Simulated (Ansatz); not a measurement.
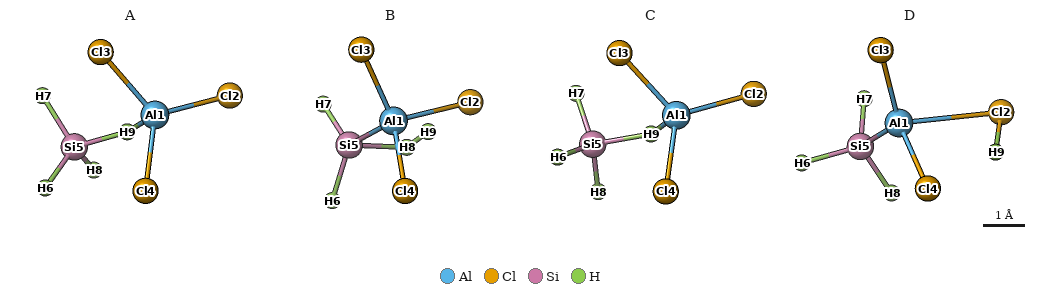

4 geometries from a converged minimum-energy path of AlSiH4Cl3, shuffled. A ball-and-stick model, seen from a free direction.

Method: RKS PBE/def2-SVP in Ansatz 0.2.0. Settings: 5 movable images; climbing image; force threshold 0.05 eV/Å; iteration limit 60; starting path through a guess of the saddle point.

**Which frame is the transition state?**

B. In order along the path, whose images run from 0 to 6: C (image 0, 0.0 kcal/mol), A (image 1, +1.1 kcal/mol), B (image 3, +33.8 kcal/mol), D (image 6, +26.9 kcal/mol). Breaking: Si5–H9 (1.54 → 1.99 at the top → 4.12 Å). Forming: Al1–Si5 (3.16 → 2.50 at the top → 2.44 Å), Cl2–H9 (2.92 → 1.77 at the top → 1.34 Å).

The run took 78 s on 4 threads of Arm Neoverse V2, with other jobs on the host, peak memory 0.17 GiB.
